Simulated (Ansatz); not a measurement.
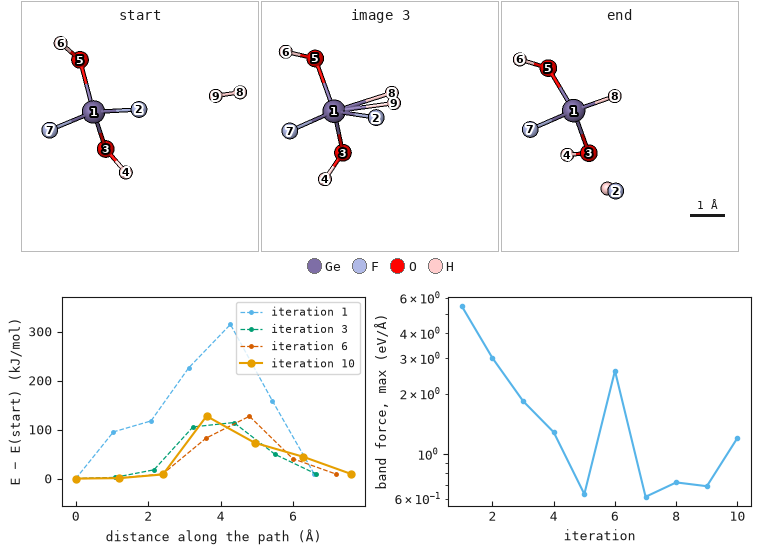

A search for the minimum-energy path of GeH4O2F2, made up at the start of GeH$_{2}$O$_{2}$F$_{2}$ and H$_{2}$ by the nudged elastic band. Images are numbered from 0 (start) to 6 (end). The plot follows the band through its iterations. The picture is a ball-and-stick view, seen at a tilt.

Computed with Ansatz, RKS PBE/def2-SVP. Set-up: 5 movable images; climbing image; force threshold 0.05 eV/Å; iteration limit 10; starting path through a guess of the saddle point.

**Judge this run.**

The result isn't final. The band hadn't converged when the run stopped after 10 iterations. The largest component of the band force went from 5.4 to 1.2 eV/Å. The barrier read from it is provisional: over the last two iterations the highest image moved from 86.4 kJ/mol to 127.5 kJ/mol. The iteration limit was low. The first iteration put the highest image at 314.5 kJ/mol. Forward barrier 127.5 kJ/mol, backward barrier 118.3 kJ/mol, with image 3 at the top; the reaction energy is +9.2 kJ/mol.

Limits of the set-up: the start holds two separate molecules, 2.4 Å apart at their closest, whose relative position is a soft coordinate and is computed without a dispersion correction.

The run took 81 s on 2 threads of Arm Neoverse V2 (shared host), peak memory 0.15 GiB.
